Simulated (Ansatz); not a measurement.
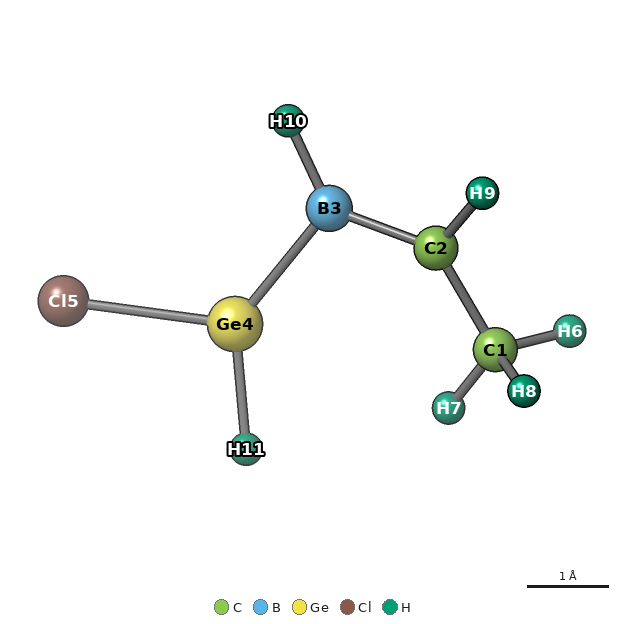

Orthographic view. Distant atoms are faded towards the background colour. The computed structure is the end point of a PBE-D4/def2-SVP optimisation. No frequency run is at hand to confirm it as a minimum.

Write a Z-matrix (Å, degrees) in the order of the atom numbers, with these reference atoms: 2 to 1; 3 to 2, 1; 4 to 3, 2, 1; 5 to 4, 3, 2; 6 to 1, 2, 3; 7 to 1, 6, 2; 8 to 1, 7, 6; 9 to 2, 3, 4; 10 to 3, 2, 9; 11 to 4, 3, 10.

```
C  
C    1   1.494
B    2   1.476   1   131.7
Ge   3   1.974   2   112.9   1    18.7
Cl   4   2.176   3   122.6   2   167.4
H    1   1.115   2   110.0   3   114.9
H    1   1.110   6   106.4   2   124.0
H    1   1.113   7   108.6   6  -112.8
H    2   1.111   3   115.7   4  -162.4
H    3   1.213   2   129.4   9     7.0
H    4   1.563   3   133.5  10  -165.1
```
